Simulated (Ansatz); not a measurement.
# Geometry relaxation, with input and output: CH8FNOSi2 (part 2 of 2)

The same run, continued: CH8FNOSi2; RKS r2SCAN-D4/STO-3G (Ansatz 0.2.0). It belongs to a series of runs on one base structure; here: start relaxed.

Geometry of the input (Å):
```
O  -0.5788  2.4173  -0.0580
Si -1.3877  1.1002  0.5163
F  -0.8691  0.8706  1.9936
C  -0.8733  -0.4294  -0.5041
N  0.4843  -0.5685  -0.8869
Si 1.7540  -0.9614  0.1981
H  0.3524  2.3403  -0.2013
H  -2.8118  1.3331  0.5549
H  -1.5172  -0.3503  -1.3897
H  -1.2921  -1.3415  0.0395
H  0.5340  -1.2222  -1.6211
H  1.3593  -2.2024  0.9175
H  2.8956  -1.1937  -0.6574
H  1.9373  0.1787  1.1275
```

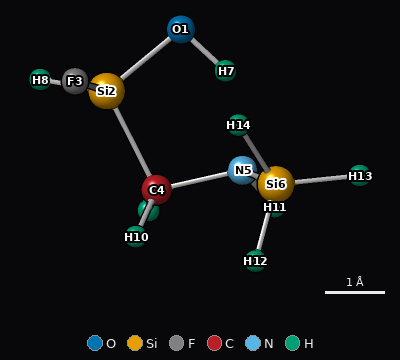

Fig. 1: The geometry at step 11 of the log (ball-and-stick view, seen at a tilt; atoms are numbered from 1 in the order of the input).

Trajectory as extended XYZ, continued
```
14
Properties=species:S:1:pos:R:3:forces:R:3 step=5 energy=-22890.58107
O    -0.5151    2.4275   -0.0743    0.5261  -0.3964  -0.1450
Si   -1.2990    1.0578    0.5853    0.2006   0.1125   0.1067
F    -0.7002    0.7383    2.0855   -0.1081   0.0548  -0.1462
C    -0.9667   -0.4469   -0.5279    0.0340  -0.0728  -0.0174
N     0.4781   -0.4122   -1.0030   -0.1582   0.0847   0.0003
Si    1.6675   -0.8997    0.2418    0.0656   0.0096   0.0797
H     0.3527    2.0066   -0.4565   -0.5891   0.2123   0.1613
H    -2.7145    1.3724    0.6879    0.0201  -0.0102  -0.0005
H    -1.6080   -0.3546   -1.4214    0.0121  -0.0289  -0.0004
H    -1.2593   -1.3973   -0.0299    0.0485   0.0195  -0.0343
H     0.5351   -1.1118   -1.7906    0.0007   0.0375   0.0263
H     1.3097   -2.0969    0.9859   -0.0183  -0.0003  -0.0379
H     2.9303   -1.1111   -0.4302   -0.0284  -0.0076  -0.0065
H     1.7763    0.1987    1.1762   -0.0057  -0.0149   0.0137
14
Properties=species:S:1:pos:R:3:forces:R:3 step=6 energy=-22890.62116
O    -0.4374    2.3653   -0.0839    0.5514  -0.5585  -0.2775
Si   -1.2929    1.0525    0.6025    0.1073   0.1898  -0.0258
F    -0.7173    0.7293    2.1062   -0.0544   0.0244  -0.0109
C    -0.9719   -0.4497   -0.5131   -0.0533  -0.1008   0.0186
N     0.4701   -0.3360   -0.9903   -0.0436   0.0149   0.1017
Si    1.6546   -0.8686    0.2549   -0.0007  -0.0428   0.0189
H     0.3274    1.8512   -0.5751   -0.6229   0.2784   0.2875
H    -2.6990    1.4052    0.7043   -0.0087   0.0036   0.0056
H    -1.6188   -0.3709   -1.4036   -0.0001  -0.0154   0.0146
H    -1.2170   -1.4207   -0.0282    0.0577   0.0976  -0.0407
H     0.5490   -1.0175   -1.7921    0.0406   0.0599  -0.0676
H     1.2647   -2.0919    0.9424    0.0122   0.0747  -0.0468
H     2.9166   -1.0781   -0.4188   -0.0036   0.0214   0.0133
H     1.7588    0.2007    1.2236    0.0180  -0.0472   0.0091
14
Properties=species:S:1:pos:R:3:forces:R:3 step=7 energy=-22890.67145
O    -0.3594    2.2879   -0.1004    0.4010  -0.5357  -0.3606
Si   -1.3033    1.0577    0.6162    0.2127   0.2762  -0.1583
F    -0.7597    0.7368    2.1294   -0.0430  -0.0007   0.0880
C    -0.9827   -0.4492   -0.4938   -0.0937  -0.1666   0.0347
N     0.4592   -0.2785   -0.9617    0.0347  -0.0931  -0.0628
Si    1.6570   -0.8543    0.2571   -0.0265   0.0400   0.1565
H     0.2862    1.6881   -0.6738   -0.5271   0.2634   0.4441
H    -2.6993    1.4564    0.7040   -0.0106  -0.0159  -0.0034
H    -1.6305   -0.3826   -1.3843    0.0258  -0.0223   0.0063
H    -1.1943   -1.4291   -0.0152    0.0750   0.0786  -0.0448
H     0.5661   -0.9048   -1.8086   -0.0342   0.1769   0.0624
H     1.2553   -2.0930    0.9065    0.0195   0.0345  -0.0917
H     2.9226   -1.0377   -0.4166   -0.0276  -0.0009  -0.0360
H     1.7696    0.1731    1.2703   -0.0060  -0.0343  -0.0343
14
Properties=species:S:1:pos:R:3:forces:R:3 step=8 energy=-22890.69459
O    -0.2725    2.1958   -0.1347    0.0759  -0.4294  -0.1548
Si   -1.3074    1.0714    0.6201    0.1838   0.4444  -0.1850
F    -0.8237    0.7774    2.1613   -0.0485  -0.0288   0.0554
C    -0.9934   -0.4616   -0.4622   -0.0491  -0.0692  -0.0499
N     0.4434   -0.2231   -0.9272   -0.0858   0.0944   0.8315
Si    1.6536   -0.8319    0.2658    0.0395  -0.0613  -0.1122
H     0.2811    1.4935   -0.7044   -0.3244   0.3534   0.3962
H    -2.6964    1.5112    0.6641    0.0340  -0.0410  -0.0048
H    -1.6380   -0.4176   -1.3559   -0.0003  -0.0398   0.0337
H    -1.1573   -1.4489    0.0152    0.0910   0.0772  -0.0382
H     0.5725   -0.7532   -1.8069    0.0773  -0.3877  -0.7957
H     1.2562   -2.1131    0.8302    0.0108   0.1187  -0.0126
H     2.9011   -0.9902   -0.4486    0.0054   0.0487   0.0368
H     1.7677    0.1610    1.3120   -0.0093  -0.0797  -0.0004
14
Properties=species:S:1:pos:R:3:forces:R:3 step=9 energy=-22890.72107
O    -0.2539    2.1968   -0.1244   -0.0281  -0.1444  -0.0113
Si   -1.3236    1.1071    0.6112    0.0019   0.0855   0.0889
F    -0.9046    0.8297    2.1776   -0.0633   0.0178  -0.0601
C    -0.9956   -0.4575   -0.4332    0.0189  -0.1487  -0.0554
N     0.4383   -0.2376   -0.9121    0.1390  -0.3297  -0.5757
Si    1.6800   -0.8523    0.2407   -0.0667  -0.0561   0.0092
H     0.2841    1.4705   -0.6579    0.0622   0.1720  -0.0101
H    -2.7133    1.5478    0.5968    0.0472  -0.0146  -0.0062
H    -1.6427   -0.4459   -1.3261   -0.0058  -0.0230   0.0458
H    -1.1435   -1.4351    0.0666   -0.0051   0.0754   0.0248
H     0.5521   -0.7557   -1.8402   -0.0995   0.3540   0.6136
H     1.3098   -2.1524    0.7759    0.0608   0.0336  -0.0469
H     2.9337   -0.9396   -0.4774   -0.0527   0.0112   0.0326
H     1.7661    0.0951    1.3316   -0.0087  -0.0331  -0.0492
14
Properties=species:S:1:pos:R:3:forces:R:3 step=10 energy=-22890.73953
O    -0.2537    2.2122   -0.1266    0.0011  -0.0834  -0.0005
Si   -1.3331    1.1273    0.5992   -0.0065  -0.0127   0.0860
F    -0.9568    0.8765    2.1808   -0.0404   0.0261  -0.0760
C    -0.9906   -0.4600   -0.4107   -0.0239  -0.0221  -0.0146
N     0.4379   -0.2386   -0.9044    0.0851  -0.1568  -0.1481
Si    1.6866   -0.8781    0.2238    0.0237   0.0271   0.0381
H     0.3032    1.4924   -0.6444    0.0084   0.0732  -0.0175
H    -2.7227    1.5623    0.5445    0.0309   0.0107  -0.0088
H    -1.6480   -0.4809   -1.2960    0.0182  -0.0217   0.0426
H    -1.1281   -1.4208    0.1225    0.0123   0.0495   0.0031
H     0.5357   -0.7417   -1.8291   -0.0421   0.1207   0.1666
H     1.3605   -2.2083    0.7109    0.0148   0.0368  -0.0538
H     2.9458   -0.9028   -0.4894   -0.0593  -0.0010   0.0155
H     1.7504    0.0315    1.3478   -0.0223  -0.0464  -0.0326
14
Properties=species:S:1:pos:R:3:forces:R:3 step=11 energy=-22890.74989
O    -0.2387    2.2191   -0.1332   -0.0078   0.0432   0.0218
Si   -1.3509    1.1634    0.5819    0.0385  -0.0581   0.0811
F    -1.0532    0.9682    2.1896   -0.0258   0.0287  -0.1506
C    -0.9806   -0.4639   -0.3617   -0.0928  -0.0103  -0.0143
N     0.4384   -0.2426   -0.8849    0.0114   0.0528   0.1693
Si    1.7063   -0.9092    0.1997    0.0124  -0.0987   0.0803
H     0.3200    1.4957   -0.6398   -0.0080  -0.0617   0.0079
H    -2.7318    1.6139    0.4518    0.0381  -0.0231  -0.0034
H    -1.6520   -0.5510   -1.2339    0.0584  -0.0057   0.0874
H    -1.0901   -1.3952    0.2296    0.0238   0.0754  -0.0502
H     0.5101   -0.7136   -1.8195   -0.0134  -0.0507  -0.1151
H     1.4432   -2.3016    0.5556    0.0506   0.2184  -0.0498
H     2.9676   -0.8153   -0.5116   -0.1111   0.0170   0.1121
H     1.6987   -0.0972    1.4053    0.0257  -0.1273  -0.1763
14
Properties=species:S:1:pos:R:3:forces:R:3 step=12 energy=-22890.75522
O    -0.2302    2.2186   -0.1415   -0.0210   0.0230   0.0394
Si   -1.3541    1.1762    0.5746    0.0147  -0.0236   0.0823
F    -1.0787    1.0034    2.1883   -0.0177   0.0201  -0.1353
C    -0.9820   -0.4643   -0.3443   -0.0710   0.0109   0.0086
N     0.4329   -0.2401   -0.8765    0.0583  -0.0327   0.0588
Si    1.7075   -0.9231    0.1889    0.0782  -0.0114   0.0737
H     0.3280    1.4835   -0.6340   -0.0175  -0.0422  -0.0055
H    -2.7330    1.6237    0.4203    0.0290  -0.0105   0.0005
H    -1.6571   -0.5712   -1.2098    0.0339  -0.0029   0.0495
H    -1.0795   -1.3861    0.2616    0.0140   0.0505  -0.0271
H     0.4944   -0.6985   -1.8198   -0.0049  -0.0142  -0.0458
H     1.4752   -2.3265    0.5030    0.0163   0.1224  -0.0469
H     2.9747   -0.7728   -0.4978   -0.0918  -0.0208   0.0374
H     1.6888   -0.1520    1.4160   -0.0206  -0.0686  -0.0897
14
Properties=species:S:1:pos:R:3:forces:R:3 step=13 energy=-22890.75805
O    -0.2229    2.2150   -0.1394    0.0357   0.0024  -0.0534
Si   -1.3622    1.1872    0.5680    0.0367  -0.0031   0.0269
F    -1.1018    1.0389    2.1827   -0.0270  -0.0074  -0.0037
C    -0.9796   -0.4625   -0.3269   -0.0142   0.0163  -0.0150
N     0.4342   -0.2418   -0.8660   -0.0330   0.0261  -0.0221
Si    1.7140   -0.9308    0.1821    0.0348  -0.0227   0.0157
H     0.3276    1.4686   -0.6297   -0.0272   0.0314   0.0291
H    -2.7385    1.6315    0.3902    0.0024  -0.0062   0.0033
H    -1.6546   -0.5875   -1.1876   -0.0072  -0.0175  -0.0031
H    -1.0688   -1.3733    0.2928    0.0037  -0.0128   0.0113
H     0.4870   -0.6870   -1.8166   -0.0044   0.0040   0.0018
H     1.4984   -2.3411    0.4479    0.0090  -0.0104   0.0020
H     2.9765   -0.7459   -0.4961    0.0035  -0.0022  -0.0034
H     1.6776   -0.2003    1.4277   -0.0128   0.0021   0.0105
14
Properties=species:S:1:pos:R:3:forces:R:3 step=14 energy=-22890.75912
O    -0.2194    2.2200   -0.1458    0.0120  -0.0056  -0.0205
Si   -1.3638    1.1981    0.5624   -0.0122  -0.0086   0.0171
F    -1.1233    1.0661    2.1815   -0.0112  -0.0072  -0.0054
C    -0.9785   -0.4620   -0.3135   -0.0013   0.0020   0.0019
N     0.4327   -0.2403   -0.8599    0.0073   0.0051  -0.0162
Si    1.7183   -0.9408    0.1754    0.0035  -0.0222   0.0080
H     0.3321    1.4681   -0.6255   -0.0068   0.0105  -0.0002
H    -2.7397    1.6362    0.3667    0.0052   0.0065   0.0030
H    -1.6567   -0.6071   -1.1688    0.0000  -0.0011   0.0074
H    -1.0573   -1.3640    0.3210   -0.0008   0.0059   0.0021
H     0.4781   -0.6760   -1.8153   -0.0006   0.0017   0.0047
H     1.5235   -2.3613    0.4053    0.0013   0.0108  -0.0040
H     2.9811   -0.7240   -0.4940   -0.0065   0.0071   0.0138
H     1.6597   -0.2424    1.4394    0.0102  -0.0050  -0.0118
14
Properties=species:S:1:pos:R:3:forces:R:3 step=15 energy=-22890.75944
O    -0.2174    2.2223   -0.1505   -0.0127  -0.0014  -0.0037
Si   -1.3695    1.2081    0.5570    0.0083   0.0053   0.0100
F    -1.1480    1.0891    2.1798   -0.0024  -0.0042  -0.0084
C    -0.9759   -0.4605   -0.3002   -0.0191  -0.0232  -0.0022
N     0.4333   -0.2393   -0.8541    0.0088   0.0022   0.0199
Si    1.7231   -0.9524    0.1685    0.0082   0.0079   0.0096
H     0.3319    1.4658   -0.6254    0.0125  -0.0020   0.0012
H    -2.7429    1.6472    0.3452    0.0028  -0.0012  -0.0024
H    -1.6573   -0.6239   -1.1500    0.0101   0.0016   0.0107
H    -1.0464   -1.3532    0.3488    0.0016   0.0172  -0.0094
H     0.4711   -0.6663   -1.8134   -0.0028  -0.0063  -0.0059
H     1.5447   -2.3810    0.3637    0.0004   0.0325  -0.0068
H     2.9868   -0.7023   -0.4886   -0.0198  -0.0086   0.0113
H     1.6534   -0.2827    1.4481    0.0041  -0.0195  -0.0239
14
Properties=species:S:1:pos:R:3:forces:R:3 step=16 energy=-22890.75955
O    -0.2186    2.2234   -0.1532   -0.0065  -0.0036   0.0038
Si   -1.3715    1.2104    0.5547   -0.0003   0.0081  -0.0018
F    -1.1545    1.0961    2.1783    0.0000  -0.0045  -0.0001
C    -0.9755   -0.4608   -0.2962   -0.0065  -0.0021   0.0014
N     0.4331   -0.2376   -0.8512    0.0071  -0.0026   0.0092
Si    1.7245   -0.9538    0.1666    0.0011  -0.0118   0.0015
H     0.3350    1.4656   -0.6216   -0.0058   0.0007  -0.0040
H    -2.7446    1.6474    0.3377    0.0034   0.0019  -0.0013
H    -1.6567   -0.6296   -1.1448    0.0052   0.0010   0.0049
H    -1.0432   -1.3503    0.3568    0.0032   0.0062  -0.0042
H     0.4690   -0.6621   -1.8117    0.0036  -0.0016  -0.0015
H     1.5470   -2.3831    0.3513    0.0010   0.0116  -0.0006
H     2.9876   -0.6999   -0.4889   -0.0066   0.0000   0.0032
H     1.6553   -0.2949    1.4510    0.0012  -0.0032  -0.0106
```

Summary

- outcome: converged
- total energy: −22890.7596 eV
- mean-field energy: −22890.6713 eV
- largest force (length of the vector) at the end: 0.012 eV/Å
- hardware: 1 thread of Arm Neoverse V2, 128 GiB of memory available, shared host
- wall time: 79 s
- peak memory: 0.17 GiB
